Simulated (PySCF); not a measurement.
C₄H₁₁GaN (SMILES [GaH3-][N]1CCCC1) (charge −1)

The calculation's input:

```
{"job": {"kind": "uv", "xc": "B3LYP", "basis": "def2-SVPD", "ip": true}, "charge": -1, "multiplicity": 1}
Ga     2.501499     0.056020     0.362317
N      0.576028    -0.160572     0.185579
C     -0.035559    -0.433459    -1.076962
C     -1.523867    -0.674633    -0.739510
C     -1.727217     0.128551     0.563475
C     -0.332295     0.738772     0.825390
H      3.172641    -1.239700    -0.336695
H      2.801327     0.144039     1.950082
H      2.969746     1.425724    -0.390122
H      0.436985    -1.294071    -1.581582
H      0.021838     0.426402    -1.799705
H     -2.200140    -0.352193    -1.550162
H     -1.707649    -1.746932    -0.566239
H     -2.515735     0.895817     0.474164
H     -2.013104    -0.540747     1.390473
H     -0.318916     1.775515     0.389663
H     -0.105583     0.851468     1.899833
```

Run with:

```sh
OMP_NUM_THREADS=1 python probes_run.py task.json out
```

Geometry: PBE0-D3(BJ)/def2-SVP.

Theory: PySCF 2.14.0, B3LYP/def2-SVPD, SCF density, gas phase.

Predict the electron density and electron localisation function between the atoms.

C–N (1.43 Å): ρ at the midpoint is about 2 e/Å³; the ELF peaks at about 0.95 between the atoms, as expected for localised, covalent bonding.
C–C (1.55 Å): ρ at the midpoint is about 1.6 e/Å³; the ELF peaks at about 0.95 between the atoms (a shared electron pair).
Ga–N (1.95 Å): the density is about 0.71 e/Å³ at the midpoint; the ELF peaks at about 0.90 in the valence shell of N, 0.7 Å from its nucleus, and is about 0.35 at the midpoint.

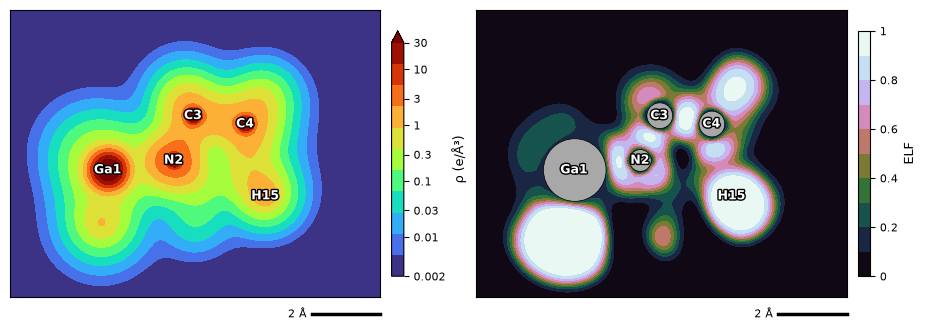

Computed electron density and electron localisation function on the plane of atoms N2, C3 and C4, in this order. Grey discs cover the atomic cores in the ELF map. 
